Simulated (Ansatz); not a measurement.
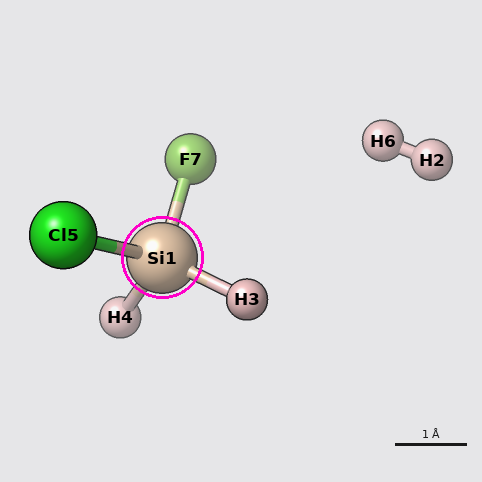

Orthographic view. Distant atoms are faded towards the background colour. The geometry was computed by an optimisation with PBE0-D4/def2-TZVP. No frequency run is at hand to confirm it as a minimum.

### Which atoms are bonded to the circled atom?

The circled atom is Si1; it is bonded to H3, H4, Cl5, F7.

### Which two atoms are farthest apart in space?

H2 and Cl5, 5.74 Å.

### Which atom is nearest the viewer?

Cl5, 1.6 Å in front of the mean position.
